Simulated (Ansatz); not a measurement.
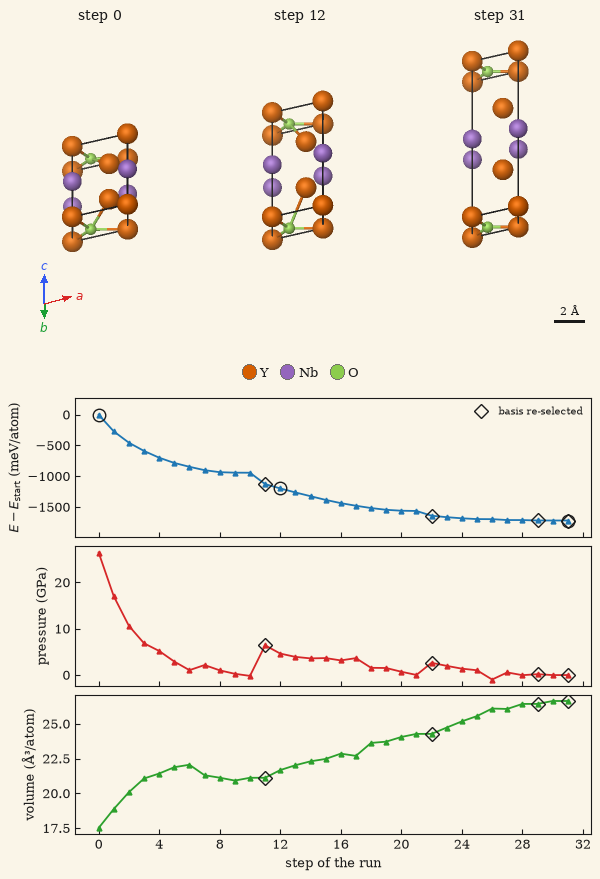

Frames of a relaxation of solid Y3NbO (a generated structure, set up in P-6m2) (coarse preliminary run), marked on the history of the run. Style: ball-and-stick. Shown: the cell of the calculation, from a free direction.

Computed with DFT PBE, scalar-relativistic, plane waves, PAW in Ansatz 0.2.0. (plane-wave cutoff 420 eV; k-point mesh 6 × 6 × 4; occupations gaussian; smearing width 0.1 eV; no spin polarisation; cell and atoms relaxed; force threshold 0.04 eV/Å; at most 70 steps)

Describe the path.

After 27 accepted moves (31 points after the start) the energy has fallen by 1719 meV per atom. Largest force component: 0.95 eV/Å at the start, 0.0013 eV/Å at the end. The pressure goes from 26.46 to −0.01 GPa. The SCF was repeated 4 times at an unchanged geometry on a basis and grid sized afresh for the cell, which shifted the energy by 184 meV per atom at most. The largest moves relative to the cell, 0.62 Å, are those of Y atoms. O and Nb stay in place. The drawn cell changes as follows: a = b 4.384 → 3.642 Å (−16.9 %), c 5.261 → 11.600 Å (+120.5 %); the volume changes by +52.1 %. Near-neighbour distances that change, for instance: Y–Y 2.619 → 7.014 Å, Nb–Y 2.631 → 5.800 Å, Y–Y 2.642 → 4.586 Å, O–Y 2.850 → 4.089 Å. Bonds break, among them: O–Y (2.85 → 4.09 Å). The space group stays P-6m2 (No. 187). From step 0 to 12: Y atoms move most (0.24 Å), volume +23.8 %, energy −1198 meV per atom. From step 12 to 31: Y atoms move most (0.27 Å), volume +22.9 %, energy −521 meV per atom.
